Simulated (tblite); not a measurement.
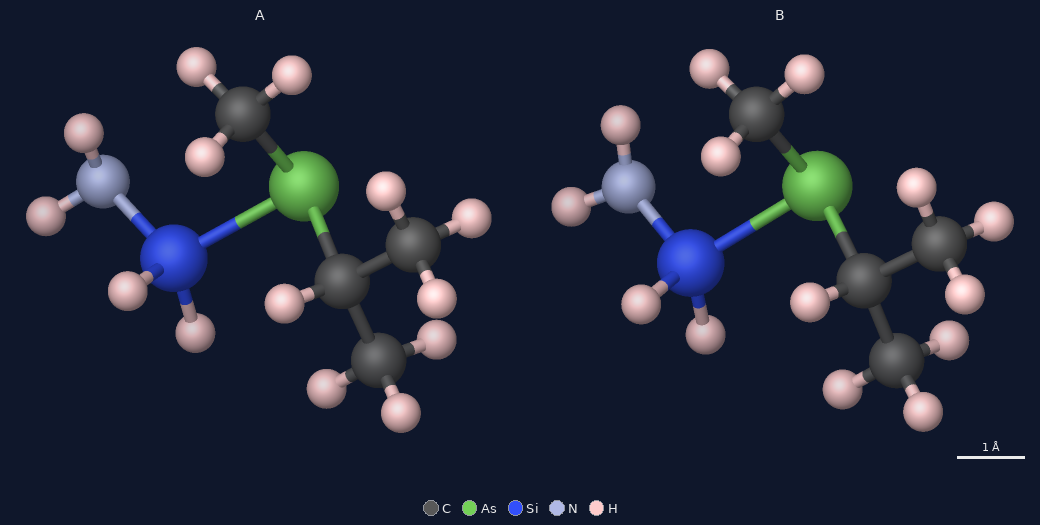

Two geometries of C4H14AsNSi, drawn at one scale. One is the start of a relaxation, the other its converged end. Style: ball-and-stick. Shown at a tilt.

Method: GFN2-xTB geometry optimisation, gas phase (tblite 0.8.0). 

Q: Which of the two is the end point?

A: Structure B is the relaxed one. The largest move after the best rigid fit is that of an H atom, 0.41 Å. Largest moves by element: H 0.41 Å, C 0.14 Å, As 0.12 Å, N 0.11 Å, Si 0.09 Å. Some distances before and after: N–Si 1.795 → 1.728 Å, H–N 1.048 → 1.008 Å, C–H 1.117 → 1.091 Å, H–Si 1.464 → 1.486 Å. Bond angles that change, for instance: Si–N–H 107.2° → 118.7°, N–Si–H 109.0° → 103.2°, As–Si–H 109.8° → 115.6°. After 97 geometry steps the energy has fallen by 28.1 kJ/mol.
